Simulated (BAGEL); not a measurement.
**C3H4FN (SMILES [H]/N=C(\F)C=C): PBE0/def2-SVP (density fitting with qzvpp-jkfit)**

Aim: the energy change on altering one bond length of C3H4FN at PBE0/def2-SVP (density fitting with qzvpp-jkfit), from 2 runs. 

The results are computed with BAGEL 1.2.2.

**1. The system as given**

C3H4FN has 9 atoms, charge 0, and is taken as a singlet. As SMILES, `[H]/N=C(\F)C=C`. The coordinates come from a PBE0-D4/def2-TZVP relaxation. This is one conformer, not always the lowest.

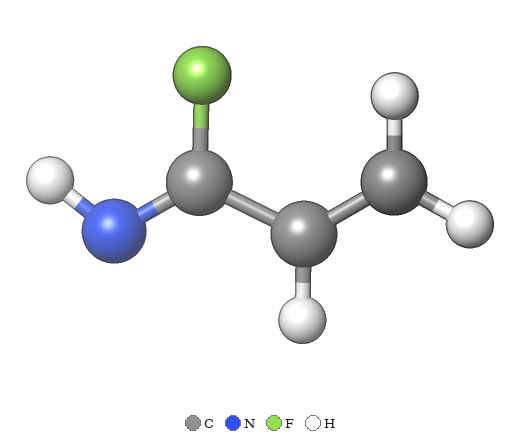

The structure, seen from a chosen angle (carbon grey, nitrogen blue, fluorine green, hydrogen white).

**2. The energy at PBE0/def2-SVP (density fitting with qzvpp-jkfit)**

Input file input.json:

```json
{ "bagel": [

{
  "title": "molecule",
  "basis": "svp",
  "df_basis": "qzvpp-jkfit",
  "angstrom": "true",
  "geometry": [
    { "atom": "C", "xyz": [      -0.024500,       0.153200,      -1.566100 ] },
    { "atom": "C", "xyz": [       0.150100,      -0.509500,      -0.429000 ] },
    { "atom": "C", "xyz": [      -0.020000,       0.085300,       0.889900 ] },
    { "atom": "N", "xyz": [       0.143400,      -0.534100,       1.965100 ] },
    { "atom": "F", "xyz": [      -0.376000,       1.387900,       0.854800 ] },
    { "atom": "H", "xyz": [       0.114700,      -0.336200,      -2.522000 ] },
    { "atom": "H", "xyz": [      -0.310000,       1.198000,      -1.573300 ] },
    { "atom": "H", "xyz": [       0.435500,      -1.554200,      -0.408600 ] },
    { "atom": "H", "xyz": [      -0.024500,       0.063400,       2.772000 ] }
  ]
},

{ "title": "ks", "xc_func": "pbe0" },

{ "title": "print", "file": "orbitals.molden", "orbitals": "true" }

]}
```

On the command line:

```bash
$ BAGEL_NUM_THREADS=1 BAGEL input.json > input.out
```

What it wrote:

```text
* using 1 threads per process

  ===============================================================
  ===============================================================

  *** Geometry ***

  { "atom" : "C", "xyz" : [     -0.046298,      0.289506,     -2.959500 ] },
  { "atom" : "C", "xyz" : [      0.283648,     -0.962815,     -0.810693 ] },
  { "atom" : "C", "xyz" : [     -0.037795,      0.161194,      1.681667 ] },
  { "atom" : "N", "xyz" : [      0.270987,     -1.009303,      3.713501 ] },
  { "atom" : "F", "xyz" : [     -0.710537,      2.622751,      1.615338 ] },
  { "atom" : "H", "xyz" : [      0.216752,     -0.635326,     -4.765889 ] },
  { "atom" : "H", "xyz" : [     -0.585815,      2.263892,     -2.973106 ] },
  { "atom" : "H", "xyz" : [      0.822976,     -2.937012,     -0.772142 ] },
  { "atom" : "H", "xyz" : [     -0.046298,      0.119809,      5.238321 ] },

  Number of auxiliary basis functions:      451

  Since a DF basis is specified, we compute 2- and 3-index integrals:
    o Being stored without compression. Storage requirement is 0.029 GB

  Number of basis functions:       90
  Number of electrons      :       38

    * METHOD: MOLECULE                             0.18

  *** Kohn-Sham DFT ***

    * Removing 17098 points whose weight is below 1.00e-10
    * Grid points: 117056

  === Nuclear Repulsion ===
   161.5620718595

       - DIIS with orbital gradients will be used.

  === KS iteration (pbe0 / svp) ===
      0       -232.41449091          0.14720651           0.33
      1       -164.60834203          0.15789011           0.31
      2       -173.25110455          0.16789936           0.32
      3       -257.08671486          0.10030920           0.32
      4       -269.65020532          0.04493716           0.32
      5       -270.44379658          0.02512303           0.32
      6       -270.70663343          0.01249032           0.32
      7       -270.75930768          0.00690104           0.31
      8       -270.77909898          0.00388973           0.30
      9       -270.78617148          0.00120205           0.29
     10       -270.78686861          0.00018446           0.31
     11       -270.78688367          0.00008341           0.31
     12       -270.78688724          0.00002406           0.31
     13       -270.78688752          0.00000426           0.31
     14       -270.78688752          0.00000161           0.29
     15       -270.78688753          0.00000087           0.31
     16       -270.78688753          0.00000022           0.30
     17       -270.78688753          0.00000012           0.30
     18       -270.78688753          0.00000003           0.30
     19       -270.78688753          0.00000001           0.30
     20       -270.78688753          0.00000001           0.31
    * SCF iteration converged.

    * Permanent dipole moment:
           (    0.046948,    -0.180715,     0.435901) a.u.

    * METHOD: KS                                   7.04

    * METHOD: PRINT                                0.01

  ===============================================================
```

Wall time 7.5 s (1 thread of Arm Neoverse V2, shared host); peak memory 0.47 GiB.

**3. The distorted shape, same level**

Input file calc.json:

```json
{ "bagel": [

{
  "title": "molecule",
  "basis": "svp",
  "df_basis": "qzvpp-jkfit",
  "angstrom": true,
  "geometry": [
    { "atom": "C", "xyz": [      -0.234016,       0.948426,      -2.930595 ] },
    { "atom": "C", "xyz": [       0.150100,      -0.509500,      -0.429000 ] },
    { "atom": "C", "xyz": [      -0.020000,       0.085300,       0.889900 ] },
    { "atom": "N", "xyz": [       0.143400,      -0.534100,       1.965100 ] },
    { "atom": "F", "xyz": [      -0.376000,       1.387900,       0.854800 ] },
    { "atom": "H", "xyz": [      -0.094816,       0.459026,      -3.886495 ] },
    { "atom": "H", "xyz": [      -0.519516,       1.993226,      -2.937795 ] },
    { "atom": "H", "xyz": [       0.435500,      -1.554200,      -0.408600 ] },
    { "atom": "H", "xyz": [      -0.024500,       0.063400,       2.772000 ] }
  ]
},

{ "title": "ks", "xc_func": "pbe0" },

{ "title": "print", "file": "orbitals.molden", "orbitals": true }

]}
```

On the command line:

```bash
$ BAGEL_NUM_THREADS=1 BAGEL calc.json > calc.out
```

What it wrote:

```text
* using 1 threads per process

  ===============================================================
  ===============================================================

  *** Geometry ***

  { "atom" : "C", "xyz" : [     -0.442226,      1.792265,     -5.538022 ] },
  { "atom" : "C", "xyz" : [      0.283648,     -0.962815,     -0.810693 ] },
  { "atom" : "C", "xyz" : [     -0.037795,      0.161194,      1.681667 ] },
  { "atom" : "N", "xyz" : [      0.270987,     -1.009303,      3.713501 ] },
  { "atom" : "F", "xyz" : [     -0.710537,      2.622751,      1.615338 ] },
  { "atom" : "H", "xyz" : [     -0.179176,      0.867433,     -7.344411 ] },
  { "atom" : "H", "xyz" : [     -0.981743,      3.766651,     -5.551628 ] },
  { "atom" : "H", "xyz" : [      0.822976,     -2.937012,     -0.772142 ] },
  { "atom" : "H", "xyz" : [     -0.046298,      0.119809,      5.238321 ] },

  Number of auxiliary basis functions:      451

  Since a DF basis is specified, we compute 2- and 3-index integrals:
    o Being stored without compression. Storage requirement is 0.029 GB

  Number of basis functions:       90
  Number of electrons      :       38

    * METHOD: MOLECULE                             0.17

  *** Kohn-Sham DFT ***

    * Removing 14932 points whose weight is below 1.00e-10
    * Grid points: 119222

  === Nuclear Repulsion ===
   141.6781692134

       - DIIS with orbital gradients will be used.

  === KS iteration (pbe0 / svp) ===
      0       -221.76826586          0.15244313           0.34
      1       -118.87427373          0.21145199           0.33
      2       -174.47377153          0.17323138           0.31
      3       -237.68323381          0.12731361           0.32
      4       -231.68909281          0.10376379           0.31
      5       -255.72863042          0.07535292           0.32
      6       -268.14699017          0.04659430           0.31
      7       -268.33667660          0.04512700           0.31
      8       -269.43789942          0.03126935           0.30
      9       -268.61726742          0.05125856           0.31
     10       -269.68312522          0.02863974           0.31
     11       -269.88519197          0.02537160           0.30
     12       -269.97794721          0.02252503           0.31
     13       -269.91857291          0.02395695           0.31
     14       -269.53221908          0.03075621           0.31
     15       -270.25399570          0.01568302           0.31
     16       -270.18181056          0.01803220           0.31
     17       -270.15106416          0.01886943           0.31
     18       -270.13384510          0.01939989           0.31
     19       -270.15113587          0.01889796           0.31
     20       -270.39593535          0.00558099           0.31
     21       -270.38836818          0.00641030           0.31
     22       -270.40636528          0.00329437           0.31
     23       -270.40724284          0.00312255           0.31
     24       -270.40376966          0.00401416           0.31
     25       -270.40970627          0.00224332           0.31
     26       -270.41229771          0.00067520           0.31
     27       -270.41253378          0.00021324           0.31
     28       -270.41255513          0.00009841           0.31
     29       -270.41255808          0.00007598           0.34
     30       -270.41256168          0.00002410           0.31
     31       -270.41256174          0.00002573           0.31
     32       -270.41256204          0.00001874           0.32
     33       -270.41256197          0.00002552           0.31
     34       -270.41256223          0.00001355           0.31
     35       -270.41256230          0.00000576           0.31
     36       -270.41256233          0.00000546           0.31
     37       -270.41256234          0.00000429           0.31
     38       -270.41256235          0.00000108           0.31
     39       -270.41256235          0.00000040           0.32
     40       -270.41256235          0.00000023           0.31
     41       -270.41256235          0.00000003           0.31
     42       -270.41256235          0.00000003           0.31
     43       -270.41256235          0.00000002           0.31
     44       -270.41256235          0.00000002           0.31
     45       -270.41256235          0.00000003           0.30
     46       -270.41256235          0.00000002           0.31
     47       -270.41256235          0.00000001           0.31
     48       -270.41256235          0.00000001           0.31
    * SCF iteration converged.

    * Permanent dipole moment:
           (    0.093602,    -0.359114,     0.805356) a.u.

    * METHOD: KS                                  15.88

    * METHOD: PRINT                                0.01

  ===============================================================
```

Wall time 17 s (1 thread of Arm Neoverse V2, shared host); peak memory 0.48 GiB.

**4. Outcome**

At PBE0/def2-SVP (density fitting with qzvpp-jkfit):

```
                                                         quantity          value
                                        first shape: total energy  -270.78689 Eh
                                       first shape: dipole moment         1.21 D
                                         first shape: HOMO energy       -7.98 eV
                                         first shape: LUMO energy       -1.28 eV
                                       first shape: HOMO–LUMO gap        6.71 eV
                                    distorted shape: total energy  -270.41256 Eh
                                   distorted shape: dipole moment         2.25 D
                                     distorted shape: HOMO energy       -5.73 eV
                                     distorted shape: LUMO energy       -4.31 eV
                                   distorted shape: HOMO–LUMO gap        1.41 eV
energy change with the C1–C2 bond stretched from 1.328 to 2.921 Å      10.186 eV
```

What this shows: One bond (distorted shape) is far stretched, which a spin-restricted single reference describes badly; a broken-symmetry solution may lie lower. With the C1–C2 bond stretched from 1.328 to 2.921 Å the energy rises by 10.19 eV (983 kJ/mol). The first shape isn't relaxed at this level, so the change isn't measured from a minimum. A restricted reference can't describe the breaking bond well at this length.
